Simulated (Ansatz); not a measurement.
How methods differ on NO (nitric oxide)

The species is NO (2 atoms), meant as a doublet with charge 0. As SMILES, `[N]=O`. Geometry: optimised at wB97X-V/def2-SVP.

```xyz
2

N    -0.4858    0.1778   -0.2451
O     0.4858   -0.1778    0.2451
```

Quantity: the adiabatic electron affinity (to the singlet anion, shapes relaxed at wB97X-V/def2-SVP, no zero-point term), in eV. The values are calculated.

The electron affinity is E(neutral) − E(anion): positive where the electron is bound.

| level | kind | program | value (eV) | less CCSD(T)/def2-TZVPP |
| --- | --- | --- | --- | --- |
| UHF/def2-TZVPP | Hartree–Fock | Ansatz | -2.62 | -1.01 |
| USVWN5/def2-TZVPP | LDA | Ansatz | -1.35 | +0.26 |
| UBLYP/def2-TZVPP | GGA | Ansatz | -1.49 | +0.12 |
| U-r2SCAN/def2-TZVPP | meta-GGA | Ansatz | -1.67 | -0.06 |
| UPBE0-D4/def2-TZVPP | global hybrid | Ansatz | -1.61 | 0.00 |
| U-wB97M-V/def2-TZVPP | range-separated hybrid | Ansatz | -1.47 | +0.14 |
| UMP2/def2-TZVPP | perturbation theory | Ansatz | -1.66 | -0.05 |
| UCCSD(T)/def2-TZVPP | coupled cluster or CI | Ansatz | -1.61 | 0.00 |

Differences are taken from UCCSD(T)/def2-TZVPP for orientation; it has basis-set and higher-order errors of its own. The values span -2.62 to -1.35 eV. Negative values mean that the anion is unbound at that level; they are set by how diffuse the basis is and aren't properties of the molecule, whose anion may well be bound.

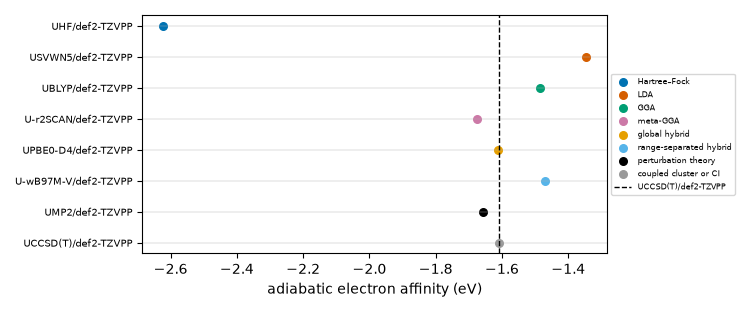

The values of the table, level by level.
